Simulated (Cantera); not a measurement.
Input: 1 mol PbO, 0.61 mol O2, 3.6 mol N2, at 10.0 mbar.

Equilibrium computed with Cantera from the NASA thermochemical tables; the gas is ideal and each condensed phase is pure. Candidate condensed phases: Pb, PbO, PbO2, Pb3O4; 12 gas species. Equilibrium is a limit: real reactors are often held back by kinetics, nucleation or transport.

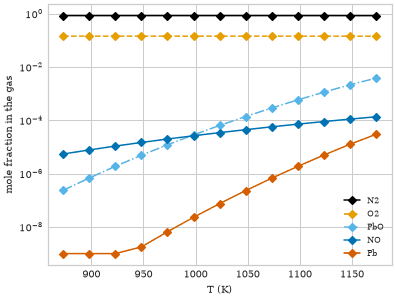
Equilibrium gas composition (values under 1e-9 drawn at 1e-9)

Task: Read off the mole fractions at 923 K.

Result: N2 about 0.86, O2 about 0.14, NO about 1.1e-5, PbO about 1.9e-6.
